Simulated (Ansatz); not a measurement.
## Electronic structure of H2InN···CH4 in real space

Input file:

```
crystal:
  periodic: [false, false, false]
  atoms:
    - {symbol: In, position_ang: [-1.478881, -1.786321, -0.518836]}
    - {symbol: N, position_ang: [-0.621334, -1.501312, 1.351458]}
    - {symbol: H, position_ang: [-0.006020, 1.198414, 0.013351]}
    - {symbol: C, position_ang: [0.562145, 1.234880, -0.916376]}
    - {symbol: H, position_ang: [0.166112, -0.902070, 1.558654]}
    - {symbol: H, position_ang: [-0.884781, -1.993883, 2.194585]}
    - {symbol: H, position_ang: [1.234819, 0.378222, -0.972096]}
    - {symbol: H, position_ang: [1.149405, 2.152425, -0.945001]}
    - {symbol: H, position_ang: [-0.121365, 1.219645, -1.765739]}
basis:
  gaussian: {orbitals: def2-TZVPP}
hamiltonian: {xc: pbe0, dispersion: d4}
output: {orbitals: {seedname: orbitals}}
```

Run with:

```sh
ansatz run in.yaml --threads 4 --pin off --events-out ev --progress --plain --max-ram 9574MiB
```

The reactant side of a reaction path; geometry: PBE0-D4/def2-TZVP; core potentials replace the inner electrons of In.

Theory: Ansatz, RKS PBE0-D4/def2-TZVPP.

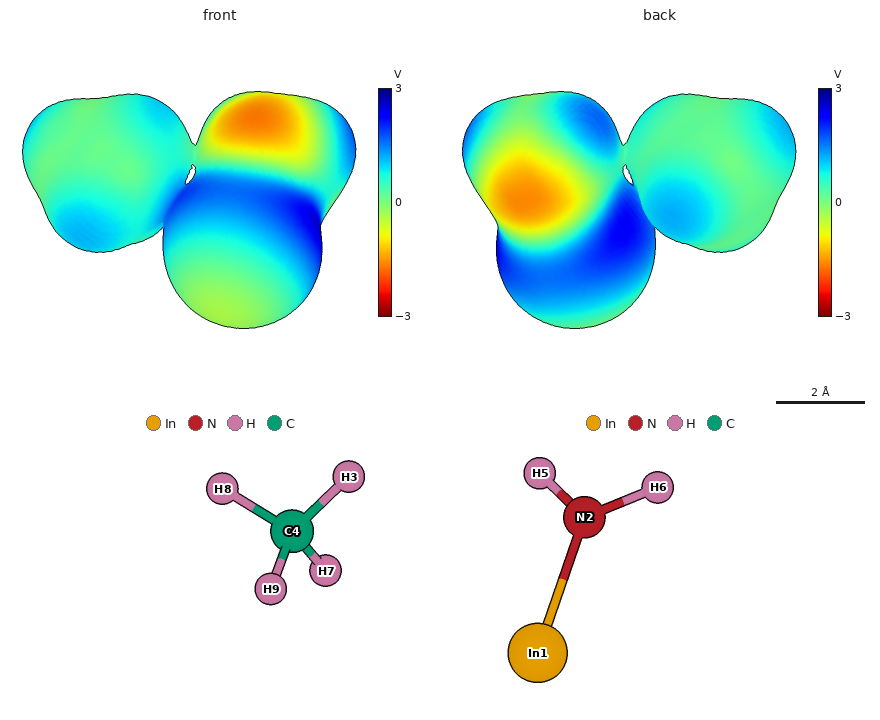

Figure 1. The molecular electrostatic potential painted on the density surface at 0.004 e/bohr³, seen from the front and from behind; red is negative and blue positive. The bare structure is drawn below in the same view.

**Describe the electrostatic potential map.**

The most negative region (about −1.6 V) lies over N2, the most positive (about +2.5 V) over In1. N2 is the likeliest acceptor of a hydrogen bond.

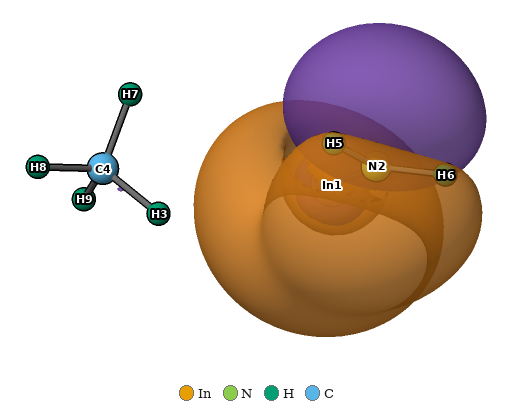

Figure 2. One frontier orbital at ±0.06 Å⁻³ᐟ² (orange and purple are the two phases), seen from one side.

**Which orbital is it: HOMO or LUMO?**

The HOMO, at −6.32 eV. Its weight (Hirshfeld) is mainly on N2 (about 55 %) and In1 (about 30 %).
